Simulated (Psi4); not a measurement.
# Single-point calculation, with input and output: SiH$_{4}$ (part 1 of 2)

The run: single-point calculation of SiH$_{4}$, multiplicity 3. Method and program: CCSD(T)/cc-pVTZ, UHF (Psi4 1.11).

The geometry is that of the parent species in another charge or spin state. The geometry comes from this level: PBE0-D4/def2-TZVP.

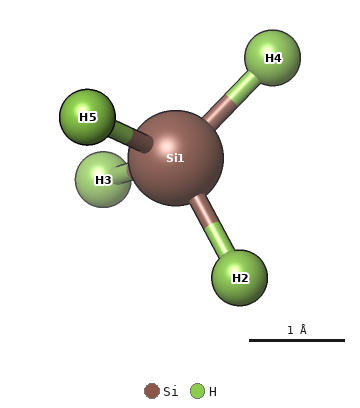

*The input geometry (ball-and-stick view, seen at a tilt; atoms are numbered from 1 in the order of the input).*

Key numbers

- outcome: converged
- total energy: −291.105615 hartree
- SCF energy: −290.928927 hartree
- MP2 energy: −291.063467 hartree
- CCSD energy: −291.098652 hartree
- correlation energy: −0.176688 hartree
- (T) correction: −0.006963 hartree
- basis functions: 90
- T1 diagnostic: 0.101
- ⟨S²⟩: 2.084
- hardware: 1 thread of AMD EPYC (Zen 5), 64 GiB of memory available, shared host
- wall time: 44 s
- peak memory: 0.91 GiB

Remarks

The record of the run, not the program, notes: large T1.

Input file (input.dat)
```
memory 1.6 GB

molecule {
  0 3
  Si
  H 1 1.484596
  H 1 1.484602 2 109.45802
  H 1 1.484553 2 109.4747 3 -119.99887
  H 1 1.484636 4 109.47908 2 120.00375
  symmetry c1
}

set basis cc-pVTZ
set reference uhf
set puream true
set e_convergence 1e-09
set d_convergence 1e-08
set scf_type pk
set num_frozen_docc 5
set maxiter 200

energy_value, wavefunction = energy("ccsd(t)", return_wfn=True)
```

Command:
```bash
psi4 input.dat output.dat -n 1
```

What the program printed
```
Psi4 1.11 release

   => Loading Basis Set <=

    Name: CC-PVTZ
    Role: ORBITAL
    Keyword: BASIS

         ---------------------------------------------------------
                                   SCF
                              UHF Reference
                        1 Threads,   1525 MiB Core
         ---------------------------------------------------------

  ==> Geometry <==

    Molecular point group: c1
    Full point group: C1

    Geometry (in Angstrom), charge = 0, multiplicity = 3:

       Center              X                  Y                   Z               Mass
    ------------   -----------------  -----------------  -----------------  -----------------
         SI          -0.000006605331    -0.000010697852    -0.000009452990    27.976926534650
         H           -0.000006605331    -0.000010697852     1.484586547010     1.007825032230
         H           -0.000006605331     1.399799468478    -0.494554290839     1.007825032230
         H           -1.212126828867    -0.699796761293    -0.494945447761     1.007825032230
         H            1.212323401588    -0.699695040120    -0.494824396178     1.007825032230

  Running in c1 symmetry.

  Rotational constants: A =      2.84607  B =      2.84604  C =      2.84571 [cm^-1]
  Rotational constants: A =  85323.16499  B =  85321.98622  C =  85312.17889 [MHz]
  Nuclear repulsion =   21.270587480828532

  Charge       = 0
  Multiplicity = 3
  Electrons    = 18
  Nalpha       = 10
  Nbeta        = 8

  ==> Algorithm <==

  SCF Algorithm Type is PK.
  DIIS enabled.
  MOM disabled.
  Fractional occupation disabled.
  Guess Type is SAD.
  Energy threshold   = 1.00e-09
  Density threshold  = 1.00e-08
  Integral threshold = 1.00e-12

  ==> Primary Basis <==

  Basis Set: CC-PVTZ
    Blend: CC-PVTZ
    Number of shells: 36
    Number of basis functions: 90
    Number of Cartesian functions: 99
    Spherical Harmonics?: true
    Max angular momentum: 3

  ==> Integral Setup <==

  Using in-core PK algorithm.
   Calculation information:
      Number of atoms:                   5
      Number of AO shells:              36
      Number of primitives:             92
      Number of atomic orbitals:        99
      Number of basis functions:        90

      Integral cutoff                 1.00e-12
      Number of threads:                 1

  Performing in-core PK
  Using 16773120 doubles for integral storage.
  We computed 222111 shell quartets total.
  Whereas there are 222111 unique shell quartets.

  ==> DiskJK: Disk-Based J/K Matrices <==

    J tasked:                  Yes
    K tasked:                  Yes
    wK tasked:                  No
    Memory [MiB]:             1144
    Schwarz Cutoff:          1E-12

  Minimum eigenvalue in the overlap matrix is 2.2583866670E-03.
  Reciprocal condition number of the overlap matrix is 4.2617642713E-04.
    Using symmetric orthogonalization.

  ==> Pre-Iterations <==

  SCF Guess: Superposition of Atomic Densities via on-the-fly atomic UHF (no occupation information).

   -------------------------
    Irrep   Nso     Nmo
   -------------------------
     A         90      90
   -------------------------
    Total      90      90
   -------------------------

  ==> Iterations <==

                        Total Energy        Delta E     RMS |[F,P]|

   @UHF iter SAD:  -290.75911953892529   -2.90759e+02   0.00000e+00
   @UHF iter   1:  -290.88475020382396   -1.25631e-01   2.08971e-03 DIIS/ADIIS
   @UHF iter   2:  -290.92013253677680   -3.53823e-02   7.27145e-04 DIIS/ADIIS
   @UHF iter   3:  -290.92652465256594   -6.39212e-03   3.34864e-04 DIIS/ADIIS
   @UHF iter   4:  -290.92856479562278   -2.04014e-03   1.25462e-04 DIIS/ADIIS
   @UHF iter   5:  -290.92908950640390   -5.24711e-04   6.85819e-05 DIIS
   @UHF iter   6:  -290.92933171450392   -2.42208e-04   6.02203e-05 DIIS
   @UHF iter   7:  -290.92953999924606   -2.08285e-04   6.09345e-05 DIIS
   @UHF iter   8:  -290.92945363512410    8.63641e-05   5.96527e-05 DIIS
   @UHF iter   9:  -290.92896397677612    4.89658e-04   4.17157e-05 DIIS
[... 37 lines of further cycles ...]
   @UHF iter  47:  -290.92892684940909    2.02514e-08   1.75683e-07 DIIS
   @UHF iter  48:  -290.92892692855787   -7.91488e-08   3.09533e-07 DIIS
   @UHF iter  49:  -290.92892693581132   -7.25345e-09   8.40191e-08 DIIS
   @UHF iter  50:  -290.92892697492601   -3.91147e-08   2.74311e-07 DIIS
   @UHF iter  51:  -290.92892697174511    3.18090e-09   1.07253e-07 DIIS
   @UHF iter  52:  -290.92892697366153   -1.91642e-09   3.14907e-07 DIIS
   @UHF iter  53:  -290.92892697613530   -2.47377e-09   9.85064e-08 DIIS
   @UHF iter  54:  -290.92892697625115   -1.15847e-10   3.57197e-08 DIIS
   @UHF iter  55:  -290.92892697627923   -2.80806e-11   1.47188e-08 DIIS
   @UHF iter  56:  -290.92892697629077   -1.15392e-11   1.80636e-09 DIIS
  Energy and wave function converged.

  ==> Post-Iterations <==

   @Spin Contamination Metric:   8.400530775E-02
   @S^2 Expected:                2.000000000E+00
   @S^2 Observed:                2.084005308E+00
   @S   Expected:                1.000000000E+00
   @S   Observed:                1.000000000E+00

    Orbital Energies [Eh]
    ---------------------

    Alpha Occupied:

       1A    -68.807610     2A     -6.156486     3A     -4.272242
       4A     -4.260688     5A     -4.259057     6A     -0.820141
       7A     -0.660303     8A     -0.547793     9A     -0.476015
      10A     -0.128195

    Alpha Virtual:

      11A      0.117850    12A      0.134059    13A      0.145584
      14A      0.253372    15A      0.282273    16A      0.285557
      17A      0.307144    18A      0.308811    19A      0.354204
      20A      0.390849    21A      0.417299    22A      0.422497
      23A      0.513258    24A      0.667754    25A      0.709174
      26A      0.718627    27A      0.764710    28A      0.791507
      29A      0.824743    30A      0.977945    31A      0.980340
      32A      0.994595    33A      1.115613    34A      1.129709
      35A      1.152430    36A      1.162162    37A      1.164351
      38A      1.315760    39A      1.323758    40A      1.347550
      41A      1.532116    42A      1.533418    43A      1.537753
      44A      1.543033    45A      1.551577    46A      1.562742
      47A      1.572271    48A      1.732754    49A      1.780056
      50A      1.816516    51A      2.531595    52A      2.570497
      53A      2.636656    54A      2.799294    55A      3.052715
      56A      3.083186    57A      3.098918    58A      3.344266
      59A      3.344331    60A      3.408329    61A      3.411284
      62A      3.458735    63A      3.580182    64A      3.622201
      65A      3.643542    66A      3.765341    67A      3.784660
      68A      3.794665    69A      3.803988    70A      3.810427
      71A      3.884780    72A      3.891988    73A      3.951915
      74A      3.964346    75A      4.127987    76A      4.147880
      77A      4.155240    78A      4.166831    79A      4.186684
      80A      4.224518    81A      4.374973    82A      4.427166
      83A      4.434436    84A      4.456848    85A      4.504751
      86A      4.507210    87A      4.837922    88A      4.900772
      89A      4.957500    90A      5.950646

    Beta Occupied:

       1A    -68.804808     2A     -6.153561     3A     -4.261008
       4A     -4.258335     5A     -4.250239     6A     -0.692402
       7A     -0.481804     8A     -0.456182

    Beta Virtual:

       9A     -0.138293    10A      0.132103    11A      0.160279
      12A      0.169775    13A      0.188596    14A      0.304775
      15A      0.306264    16A      0.314158    17A      0.328849
      18A      0.344052    19A      0.407866    20A      0.420191
      21A      0.442694    22A      0.470812    23A      0.555035
      24A      0.731868    25A      0.732195    26A      0.741710
      27A      0.831814    28A      0.841192    29A      0.845200
      30A      1.012052    31A      1.014325    32A      1.020006
      33A      1.137593    34A      1.142860    35A      1.166540
      36A      1.181343    37A      1.207356    38A      1.336935
      39A      1.340828    40A      1.384145    41A      1.551262
      42A      1.554246    43A      1.561463    44A      1.568465
      45A      1.577856    46A      1.580583    47A      1.586319
      48A      1.768725    49A      1.793845    50A      1.821054
      51A      2.604600    52A      2.616346    53A      2.634342
      54A      2.826293    55A      3.092006    56A      3.097721
      57A      3.098106    58A      3.376797    59A      3.381145
      60A      3.426267    61A      3.437866    62A      3.466801
      63A      3.612098    64A      3.643318    65A      3.663654
      66A      3.801576    67A      3.814807    68A      3.820794
      69A      3.838393    70A      3.846458    71A      3.886049
      72A      3.933155    73A      3.966699    74A      3.973987
      75A      4.162163    76A      4.175876    77A      4.187904
      78A      4.188796    79A      4.206825    80A      4.222481
      81A      4.411020    82A      4.438592    83A      4.447853
      84A      4.483244    85A      4.507736    86A      4.511121
      87A      4.871609    88A      4.915246    89A      4.955720
      90A      5.961482

    Final Occupation by Irrep:
              A
    DOCC [     8 ]
    SOCC [     2 ]
    NA   [    10 ]
    NB   [     8 ]

  @UHF Final Energy:  -290.92892697629077

   => Energetics <=

    Nuclear Repulsion Energy =             21.2705874808285316
    One-Electron Energy =                -444.6521585363531130
    Two-Electron Energy =                 132.4526440792338349
    Total Energy =                       -290.9289269762907679

  UHF NO Occupations:
  HONO-2 :    8  A 1.9643316
  HONO-1 :    9  A 1.0000000
  HONO-0 :   10  A 1.0000000
  LUNO+0 :   11  A 0.0356684
  LUNO+1 :   12  A 0.0057688
  LUNO+2 :   13  A 0.0012143
  LUNO+3 :   14  A 0.0000032

Computation Completed

Properties will be evaluated at   0.000000,   0.000000,   0.000000 [a0]

Properties computed using the SCF density matrix

 Multipole Moments:

 ------------------------------------------------------------------------------------
     Multipole            Electronic (a.u.)      Nuclear  (a.u.)        Total (a.u.)
 ------------------------------------------------------------------------------------

 L = 1.  Multiply by 2.5417464519 to convert [e a0] to [Debye]
 Dipole X            :         -0.0002427            0.0001718           -0.0000709
 Dipole Y            :          0.8266996            0.0002782            0.8269778
 Dipole Z            :          0.7486102            0.0002458            0.7488560
 Magnitude           :                                                    1.1156512

 ------------------------------------------------------------------------------------

	total time  =          3 seconds =       0.05 minutes
 MINTS: Wrapper to libmints.

   Calculation information:
      Number of threads:                 1
      Number of atoms:                   5
      Number of AO shells:              36
      Number of SO shells:              36
      Number of primitives:             92
      Number of atomic orbitals:        99
      Number of basis functions:        90

      Number of irreps:                  1
      Integral cutoff                 1.00e-12
      Number of functions per irrep: [  90 ]

 OEINTS: Overlap, kinetic, potential, dipole, and quadrupole integrals
         stored in file 35.

      Computing two-electron integrals...done
      Computed 7192495 non-zero two-electron integrals.
        Stored in file 33.
```
